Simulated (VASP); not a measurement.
# GW-BSE spectrum of SiO2, part 2 of 3

Wanted: the lowest vertical excitons of SiO2 and its absorption. The cell has space group P4_32_12. The start is a cell from a database of measured crystal structures.

VASP 6.6.1, plane waves and PAW; the level of theory is named at each step.

So far. Step 2 (Ground state): The cell has a gap of 5.48 eV on mesh and path and a pressure of -5.4 GPa, which holds the misfit of the given cell and coordinates with this functional, and any error of cutoff, mesh and data sets. Forces of up to 0.23 eV/Å remain in these settings. Step 3 (Empty bands): WAVECAR now holds 360 bands for 64 electrons. Its independent-particle dielectric tensor has xx, yy, zz = 2.6, 2.6, 2.6 on this mesh, which isn't tested for convergence in mesh or bands and lacks local fields.

### Step 4. G0W0

This step: G0W0 on LDA; plane waves and PAW (Si_GW, O_GW) (VASP 6.6.1).

G0W0 keeps orbitals and screening fixed and shifts each of the lowest NBANDSGW levels once. LWAVE keeps the quasiparticle levels in WAVECAR, and the W files hold the screened interaction for the next step.

File INCAR:

```
SYSTEM = SiO2
PREC = Accurate
ENCUT = 440
ISMEAR = 0
SIGMA = 0.01
LREAL = .FALSE.
GGA = CA
NBANDS = 360
ALGO = EVGW0
NELMGW = 1
ENCUTGW = 100
NOMEGA = 48
PRECFOCK = Fast
NBANDSGW = 40
LWAVE = .TRUE.
LCHARG = .FALSE.
```

File POSCAR:

```
SiO2
1.0
    4.9329000000      0.0000000000      0.0000000000
    0.0000000000      4.9329000000      0.0000000000
    0.0000000000      0.0000000000      6.4645000000
Si O
4 8
Direct
    0.8177050000      0.8177050000      0.5000000000
    0.6822950000      0.3177050000      0.2500000000
    0.1822950000      0.1822950000      0.0000000000
    0.3177050000      0.6822950000      0.7500000000
    0.2683400000      0.3645700000      0.8019300000
    0.1354300000      0.7683400000      0.5519300000
    0.7316600000      0.6354300000      0.3019300000
    0.8645700000      0.2316600000      0.0519300000
    0.7683400000      0.1354300000      0.4480700000
    0.6354300000      0.7316600000      0.6980700000
    0.2316600000      0.8645700000      0.9480700000
    0.3645700000      0.2683400000      0.1980700000
```

File KPOINTS:

```
Automatic mesh
0
Gamma
4 4 4
0 0 0
```

PAW data sets: Si_GW and O_GW (LDA family, release 64).

Command:

```console
$ mpirun -np 8 vasp_std
```

What it wrote:

```text
[banner, memory and clock lines left out]
running    8 mpi-ranks, on    1 nodes
 distrk:  each k-point on    8 cores,    1 groups
 distr:  one band on    1 cores,    8 groups

 POSCAR found type information on POSCAR SiO
 POSCAR found :  2 types and      12 ions
 [... a notice as in an earlier step ...]

|                                                                             |
|           W    W    AA    RRRRR   N    N  II  N    N   GGGG   !!!           |
|           W    W   A  A   R    R  NN   N  II  NN   N  G    G  !!!           |
|           W    W  A    A  R    R  N N  N  II  N N  N  G       !!!           |
|           W WW W  AAAAAA  RRRRR   N  N N  II  N  N N  G  GGG   !            |
|           WW  WW  A    A  R   R   N   NN  II  N   NN  G    G                |
|           W    W  A    A  R    R  N    N  II  N    N   GGGG   !!!           |
|                                                                             |
|     The default for ENCUTGWSOFT is different in this version of VASP.       |
|     please manually set ENCUTGWSOFT =100 in the INCAR file.                 |
|                                                                             |

 LDA part: xc-table for (Slater(with rela. corr.)+CA(PZ))
 , standard interpolation
 found WAVECAR, reading the header
 POSCAR, INCAR and KPOINTS ok, starting setup
 FFT: planning ... GRIDC
 FFT: planning ... GRID_SOFT
 FFT: planning ... GRID
 reading WAVECAR
 the WAVECAR file was read successfully
 initial charge from wavefunction
 available memory per node:     84.80 GB, setting MAXMEM to     86830

 The Fermi energy was updated, please check that it is located mid-gap
 values below the HOMO (VB) or above the LUMO (CB) will cause erroneous energies
 E-fermi :   3.1580

 calculate exact exchange contribution
 the WAVEDER file was read successfully
energies w=
    0.000    0.000    0.722    0.000    1.442    0.000    2.156    0.000
    2.861    0.000    3.557    0.000    4.241    0.000    4.913    0.000
    5.572    0.000    6.219    0.000    6.855    0.000    7.481    0.000
    8.097    0.000    8.706    0.000    9.309    0.000    9.910    0.000
   10.509    0.000   11.109    0.000   11.713    0.000   12.324    0.000
   12.945    0.000   13.579    0.000   14.230    0.000   14.902    0.000
   15.599    0.000   16.328    0.000   17.093    0.000   17.903    0.000
   18.766    0.000   19.693    0.000   20.695    0.000   21.788    0.000
   22.990    0.000   24.325    0.000   25.824    0.000   27.525    0.000
   29.480    0.000   31.758    0.000   34.456    0.000   37.707    0.000
   41.711    0.000   46.769    0.000   53.361    0.000   62.309    0.000
   75.132    0.000   94.998    0.000  129.780    0.000  205.997    0.000
 responsefunction array rank=     384
 LDA part: xc-table for (Slater(with rela. corr.)+CA(PZ))
 , standard interpolation

 min. memory requirement per mpi rank    486.3 MB, per node   3890.4 MB

 allocating   6 responsefunctions rank=   384
 shmem allocating  48 responsefunctions rank=   384
 response function shared by NCSHMEM nodes    1
 Doing            6  frequencies on each core in blocks of           48
NQ=   1    0.0000    0.0000    0.0000,
|.........|.........|.........|.........|.........|.........|.........|.........
 performed       1861000 updates of chi_q(r,r)
 total number of BLAS operations       1877.16 Gflops
NQ=   2    0.2500    0.0000    0.0000,
|.........|.........|.........|.........|.........|.........|.........|.........
 performed       4644000 updates of chi_q(r,r)
 total number of BLAS operations       4667.68 Gflops
NQ=   3    0.5000    0.0000    0.0000,
|.........|.........|.........|.........|.........|.........|.........|.........
 performed       6909000 updates of chi_q(r,r)
 total number of BLAS operations       6964.23 Gflops
NQ=   4    0.2500    0.2500    0.0000,
|.........|.........|.........|.........|.........|.........|.........|.........
 performed       9490000 updates of chi_q(r,r)
 total number of BLAS operations       9581.97 Gflops
NQ=   5    0.5000    0.2500    0.0000,
|.........|.........|.........|.........|.........|.........|.........|.........
 performed      12215000 updates of chi_q(r,r)
 total number of BLAS operations      12439.66 Gflops
NQ=   6    0.5000    0.5000    0.0000,
|.........|.........|.........|.........|.........|.........|.........|.........
 performed      14076000 updates of chi_q(r,r)
 total number of BLAS operations      14413.20 Gflops
NQ=   7    0.0000    0.0000    0.2500,
|.........|.........|.........|.........|.........|.........|.........|.........
 performed      16283000 updates of chi_q(r,r)
 total number of BLAS operations      16638.79 Gflops
NQ=   8    0.2500    0.0000    0.2500,
|.........|.........|.........|.........|.........|.........|.........|.........
 performed      19469000 updates of chi_q(r,r)
 total number of BLAS operations      19851.61 Gflops
NQ=   9    0.5000    0.0000    0.2500,
|.........|.........|.........|.........|.........|.........|.........|.........
 performed      22079000 updates of chi_q(r,r)
 total number of BLAS operations      22351.94 Gflops
NQ=  10    0.2500    0.2500    0.2500,
|.........|.........|.........|.........|.........|.........|.........|.........
 performed      25265000 updates of chi_q(r,r)
 total number of BLAS operations      25601.06 Gflops
NQ=  11    0.5000    0.2500    0.2500,
|.........|.........|.........|.........|.........|.........|.........|.........
 performed      28451000 updates of chi_q(r,r)
 total number of BLAS operations      28941.83 Gflops
NQ=  12    0.5000    0.5000    0.2500,
|.........|.........|.........|.........|.........|.........|.........|.........
 performed      30658000 updates of chi_q(r,r)
 total number of BLAS operations      31230.56 Gflops
NQ=  13    0.0000    0.0000    0.5000,
|.........|.........|.........|.........|.........|.........|.........|.........
 performed      32519000 updates of chi_q(r,r)
 total number of BLAS operations      33013.74 Gflops
NQ=  14    0.2500    0.0000    0.5000,
|.........|.........|.........|.........|.........|.........|.........|.........
 performed      35302000 updates of chi_q(r,r)
 total number of BLAS operations      35741.56 Gflops
NQ=  15    0.5000    0.0000    0.5000,
|.........|.........|.........|.........|.........|.........|.........|.........
 performed      37567000 updates of chi_q(r,r)
 total number of BLAS operations      37936.05 Gflops
NQ=  16    0.2500    0.2500    0.5000,
|.........|.........|.........|.........|.........|.........|.........|.........
 performed      40148000 updates of chi_q(r,r)
 total number of BLAS operations      40583.29 Gflops
NQ=  17    0.5000    0.2500    0.5000,
|.........|.........|.........|.........|.........|.........|.........|.........
 performed      42873000 updates of chi_q(r,r)
 total number of BLAS operations      43347.03 Gflops
NQ=  18    0.5000    0.5000    0.5000,
|.........|.........|.........|.........|.........|.........|.........|.........
 performed      44734000 updates of chi_q(r,r)
 total number of BLAS operations      45543.40 Gflops
 resolving degeneracies of screened two electron integrals

 calculate QP shifts <psi_nk| G(iteration)W_0 |psi_nk>: iteration 1
 writing wavefunctions
 entering main loop
```

Run time: 20 min. Hardware: 8 MPI ranks of Intel Xeon Platinum 8375C at 2.90GHz (Ice Lake), shared host; peak memory 4.2 GiB.

From OUTCAR (step 4):

```text
 Found     18 irreducible k-points:

   k-points           NKPTS =     18   k-points in BZ     NKDIM =     64   number of bands    NBANDS=    360

   NELECT =      64.0000    total number of electrons

 E-fermi :   3.1580

 QP shifts <psi_nk| G(iteration)W_0 |psi_nk>: iteration 1
 for sc-GW calculations column KS-energies equals QP-energies in previous step
 and V_xc(KS)=  KS-energies - (<T + V_ion + V_H > + <T+V_H+V_ion>^1  + <V_x>^1)
 k-point   1 :       0.0000    0.0000    0.0000
  band No.  KS-energies  QP-energies   sigma(KS)   V_xc(KS)     V^pw_x(r,r')   Z            occupation Imag(sigma)
    ...
     29      -0.4232      -1.8981     -21.2541     -19.4096     -25.2626       0.7996       2.0000       0.0813
     30      -0.0472      -1.4902     -21.4962     -19.6923     -25.5303       0.7999       2.0000       0.0802
     31      -0.0472      -1.4902     -21.4962     -19.6923     -25.5303       0.7999       2.0000       0.0802
     32       0.4164      -0.9949     -21.6235     -19.8630     -25.6250       0.8016       2.0000       0.0776
     33       5.8996       7.4481      -9.5661     -11.3627      -6.3883       0.8619       0.0000      -0.0549
     34       8.9122      10.8360      -8.4555     -10.7100      -4.7896       0.8533       0.0000      -0.0680
     35       8.9122      10.8360      -8.4555     -10.7100      -4.7896       0.8533       0.0000      -0.0680
     36       9.5232      11.5212      -8.2970     -10.6391      -4.6311       0.8531       0.0000      -0.0680
    ...

 k-point   2 :       0.2500    0.0000    0.0000
  band No.  KS-energies  QP-energies   sigma(KS)   V_xc(KS)     V^pw_x(r,r')   Z            occupation Imag(sigma)
    ...
     29      -0.5245      -2.0349     -21.0737     -19.1822     -25.0869       0.7985       2.0000       0.0824
     30      -0.1399      -1.5916     -21.4360     -19.6203     -25.4665       0.7995       2.0000       0.0807
     31      -0.1154      -1.5710     -21.4025     -19.5820     -25.4317       0.7995       2.0000       0.0805
     32       0.2452      -1.1913     -21.4168     -19.6225     -25.3980       0.8006       2.0000       0.0782
     33       6.5862       8.2356      -9.9711     -11.8919      -6.8195       0.8587       0.0000      -0.0566
     34       9.0606      10.9858      -8.6142     -10.8737      -5.0100       0.8520       0.0000      -0.0679
     35       9.0606      10.9858      -8.6142     -10.8737      -5.0100       0.8520       0.0000      -0.0679
     36       9.3014      11.3985      -9.5776     -12.0515      -5.9396       0.8477       0.0000      -0.0690
    ...

 k-point   3 :       0.5000    0.0000    0.0000
  band No.  KS-energies  QP-energies   sigma(KS)   V_xc(KS)     V^pw_x(r,r')   Z            occupation Imag(sigma)
    ...
     29      -0.3133      -1.8039     -21.1437     -19.2782     -25.1532       0.7991       2.0000       0.0815
     30      -0.3133      -1.8039     -21.1437     -19.2782     -25.1532       0.7991       2.0000       0.0815
     31      -0.1289      -1.6108     -21.1361     -19.2819     -25.1162       0.7992       2.0000       0.0805
     32      -0.1289      -1.6108     -21.1361     -19.2819     -25.1162       0.7992       2.0000       0.0805
     33       8.0136       9.8719     -10.3162     -12.5002      -7.0190       0.8509       0.0000      -0.0631
     34       8.0136       9.8719     -10.3162     -12.5002      -7.0190       0.8509       0.0000      -0.0631
     35       9.2703      11.1971      -8.7461     -11.0123      -5.2124       0.8503       0.0000      -0.0677
     36       9.2703      11.1971      -8.7461     -11.0123      -5.2124       0.8503       0.0000      -0.0677
    ...

[... 8 parts as in an earlier step ...]

[... 5 further parts left out ...]
```

Numbers from this step:

* quasiparticle gap on the mesh: 8.443 eV
* smallest direct quasiparticle gap on the mesh: 8.443 eV
* gap of the starting orbitals on the mesh: 5.483 eV

GW takes the gap from 5.483 to 8.443 eV. The value holds for 360 bands, ENCUTGW = 100 eV and this mesh, and isn't shown to be converged in them.

### Step 5. BSE, Tamm-Dancoff

This step: BSE on G0W0 on LDA; plane waves and PAW (Si_GW, O_GW) (VASP 6.6.1).

The Bethe-Salpeter equation adds the screened attraction of electron and hole to the quasiparticle pairs; ANTIRES = 0 leaves out the coupling to antiresonant pairs.

File INCAR:

```
SYSTEM = SiO2
PREC = Accurate
ENCUT = 440
ISMEAR = 0
SIGMA = 0.01
LREAL = .FALSE.
GGA = CA
NBANDS = 360
ALGO = BSE
NBANDSO = 4
NBANDSV = 4
OMEGAMAX = 25
NEDOS = 1000
CSHIFT = 0.1
PRECFOCK = Fast
LWAVE = .FALSE.
LCHARG = .FALSE.
ENCUTGW = 100
ANTIRES = 0
```

POSCAR is that of step 4.

KPOINTS is that of step 4.

Command:

```console
$ mpirun -np 8 vasp_std
```

What it wrote:

```text
[banner, memory and clock lines left out]
running    8 mpi-ranks, on    1 nodes
 distrk:  each k-point on    8 cores,    1 groups
 distr:  one band on    1 cores,    8 groups

 POSCAR found type information on POSCAR SiO
 POSCAR found :  2 types and      12 ions
|                                                                             |
|           W    W    AA    RRRRR   N    N  II  N    N   GGGG   !!!           |
|           W    W   A  A   R    R  NN   N  II  NN   N  G    G  !!!           |
|           W    W  A    A  R    R  N N  N  II  N N  N  G       !!!           |
|           W WW W  AAAAAA  RRRRR   N  N N  II  N  N N  G  GGG   !            |
|           WW  WW  A    A  R   R   N   NN  II  N   NN  G    G                |
|           W    W  A    A  R    R  N    N  II  N    N   GGGG   !!!           |
|                                                                             |
|     For optimal performance we recommend to set                             |
|       NCORE = 2 up to number-of-cores-per-socket                            |
|     NCORE specifies how many cores store one orbital (NPAR=cpu/NCORE).      |
|     This setting can greatly improve the performance of VASP for DFT.       |
|     The default, NCORE=1 might be grossly inefficient on modern             |
|     multi-core architectures or massively parallel machines. Do your        |
|     Unfortunately you need to use the default for GW and RPA                |
|     calculations (for HF NCORE is supported but not extensively tested      |
|     yet).                                                                   |
|                                                                             |

|                                                                             |
|           W    W    AA    RRRRR   N    N  II  N    N   GGGG   !!!           |
|           W    W   A  A   R    R  NN   N  II  NN   N  G    G  !!!           |
|           W    W  A    A  R    R  N N  N  II  N N  N  G       !!!           |
|           W WW W  AAAAAA  RRRRR   N  N N  II  N  N N  G  GGG   !            |
|           WW  WW  A    A  R   R   N   NN  II  N   NN  G    G                |
|           W    W  A    A  R    R  N    N  II  N    N   GGGG   !!!           |
|                                                                             |
|     The default for ENCUTGWSOFT is different in this version of VASP.       |
|     please manually set ENCUTGWSOFT =100 in the INCAR file.                 |
|                                                                             |

 LDA part: xc-table for (Slater(with rela. corr.)+CA(PZ))
 , standard interpolation
 found WAVECAR, reading the header
 POSCAR, INCAR and KPOINTS ok, starting setup
 FFT: planning ... GRIDC
 FFT: planning ... GRID_SOFT
 FFT: planning ... GRID
 reading WAVECAR
 the WAVECAR file was read successfully
 initial charge from wavefunction
 available memory per node:     86.00 GB, setting MAXMEM to     88068

 The Fermi energy was updated, please check that it is located mid-gap
 values below the HOMO (VB) or above the LUMO (CB) will cause erroneous energies
 E-fermi :   3.2266

 the WAVEDER file was read successfully
 responsefunction array rank=     384

 min. memory requirement per mpi rank    274.0 MB, per node   2191.9 MB

 Doing            0  frequencies on each core in blocks of            0
 Found all WFULLXXXX.tmp files
 reading now WFULL0001.tmp
 reading now WFULL0002.tmp
 reading now WFULL0003.tmp
 reading now WFULL0004.tmp
 reading now WFULL0005.tmp
 reading now WFULL0006.tmp
 reading now WFULL0007.tmp
 reading now WFULL0008.tmp
 reading now WFULL0009.tmp
 reading now WFULL0010.tmp
 reading now WFULL0011.tmp
 reading now WFULL0012.tmp
 reading now WFULL0013.tmp
 reading now WFULL0014.tmp
 reading now WFULL0015.tmp
 reading now WFULL0016.tmp
 reading now WFULL0017.tmp
 reading now WFULL0018.tmp
 parallelization over k-points
 Using distributed matrix
 Using distributed eigensolver
 allocating two-electron 4 orbital integral table    4    4    4    4
 BSE setting up matrix
 available memory per node:     85.76 GB, setting MAXMEM to     87819
 Calculate matrix elements of the BSE Hamiltonian:
 Workload is divided into blocks of two-electron 4 orbital integrals computed in
  parallel.
 Each block/integral has dimensions  of (   4,   4,   4,   4) orbitals
 Total number of blocks/integrals:                 2080
 Number of spins:                                     1
 Number of kpoints:                                  64
 Spin channel:                                        1
  Number of blocks of unoccupied bands:               1
  Number of blocks of occupied bands:                 1
 Number of rows/columns of blocks:                   64

                                                        Time (sec)
               Integrals                 Ranks       Real         CPU
  [         1 -        512/      2080]     8         1.50        0.00
  [       513 -       1024/      2080]     8         3.02        0.00
  [      1025 -       1536/      2080]     8         4.44        0.00
  [      1537 -       2048/      2080]     8         5.92        0.00
  [      2049 -       2080/      2080]     8         6.06        0.00

 BSE redistributing all elements
 BSE diagonalizing matrix PDSYEVX_ZHEEVX_DESC
 BSE calculating oscillator strength
```

The job ended after 11 s (8 MPI ranks; peak memory 3.9 GiB; 79 s of CPU time).

OUTCAR, selected parts (step 5):

```text
   NELECT =      64.0000    total number of electrons

 E-fermi :   3.2266

[... 9 parts as in an earlier step ...]

[... 1 further part left out ...]
```

Numbers from this step:

```yaml
lowest_excitation: 7.478 eV
direct_gap_less_the_lowest_excitation: 0.9652 eV
```

The imaginary dielectric function has structure finer than the step of the table below, so its rows give means over 2 eV, whole bins alone (the curve runs from 0 to 25 eV). Peaks (eV: height): xx 10.5: 1.20, 10.8: 0.993; zz 11.1: 1.98.

From 4 filled and 4 empty bands alone, without any pair above OMEGAMAX = 25 eV, so strength is missing wherever others contribute; lines are broadened by CSHIFT, which also makes the tail under the first line. Imaginary dielectric function against photon energy; means over each step:

| photon energy (eV) | xx | zz |
| --- | --- | --- |
| 2 | 3.6e-4 | 4.1e-4 |
| 4 | 9.2e-4 | 0.00103 |
| 6 | 0.00229 | 0.00246 |
| 8 | 0.0180 | 0.0125 |
| 10 | 0.469 | 0.461 |
| 12 | 0.278 | 0.457 |
| 14 | 0.0104 | 0.0108 |
| 16 | 0.00205 | 0.00258 |
| 18 | 9.7e-4 | 0.00122 |
| 20 | 5.7e-4 | 7.1e-4 |
| 22 | 3.6e-4 | 4.5e-4 |
| 24 | 2.5e-4 | 3.2e-4 |

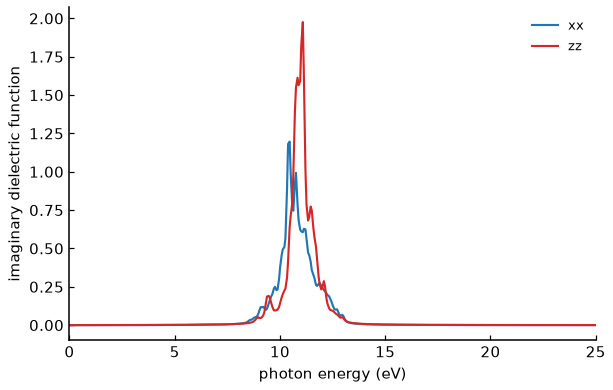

Imaginary dielectric function, plotted against photon energy.

Some of the lowest 40 states alone, with states under 2.5 meV apart joined, scaled to the strongest line shown. Lines of the exciton spectrum (strongest = 100):

| position (eV) | lines merged | oscillator strength |
| --- | --- | --- |
| 7.478 | 1 | 0.0 |
| 7.984 | 2 | 0.3 |
| 8.116 | 1 | 0.0 |
| 8.293 | 1 | 0.0 |
| 8.436 | 1 | 0.0 |
| 8.495 | 1 | 0.0 |
| 8.572 | 2 | 24 |
| 8.579 | 2 | 2.4 |
| 8.657 | 1 | 0.0 |
| 8.786 | 2 | 41 |
| 8.915 | 1 | 0.0 |
| 8.931 | 1 | 27 |
| 8.956 | 1 | 0.0 |
| 8.992 | 1 | 0.0 |
| 8.998 | 1 | 0.0 |
| 9.006 | 2 | 16 |
| 9.013 | 1 | 0.0 |
| 9.029 | 2 | 6.1 |
| 9.038 | 1 | 0.0 |
| 9.055 | 1 | 0.0 |
| 9.059 | 2 | 33 |
| 9.079 | 1 | 0.0 |
| 9.090 | 2 | 87 |
| 9.109 | 1 | 3.4 |
| 9.221 | 2 | 100 |
| 9.324 | 1 | 0.0 |
| 9.341 | 1 | 0.0 |

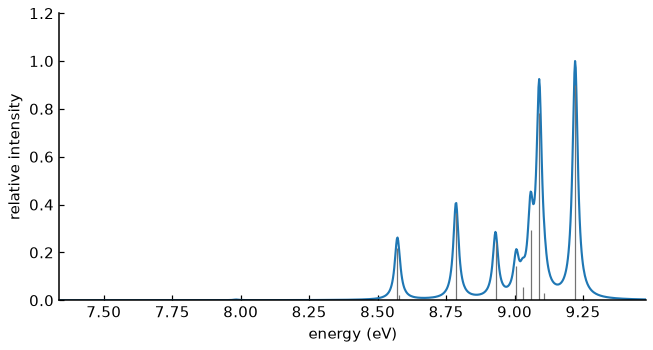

The exciton spectrum, broadened with Lorentzians of width 0.023 eV; bars mark the lines.

The lowest excitation lies at 7.478 eV, -965 meV against the direct gap of these orbitals. It is dark; the first state with over 2 % of the strongest strength among the lowest 40 lies at 8.572 eV. No second mesh in this session tests these energies, peaks and heights.

[end of part 2 of 3]

[Lines on the potential files, build, host, timing and source positions are cut from VASP's logs without a mark.]

[Logs are printed without paths, hosts, clocks, repeated set-up lines and the standing remarks that a program may print on its own settings, such as how far it seeks lower states.]

[Hosts, paths, dates, database ids (printed as entryN), source tags and the programs' standing remarks are cut or masked in the printed files.]

[Pressures printed for these runs are not shown converged in the cutoff: they can be off by several GPa and have the wrong sign.]
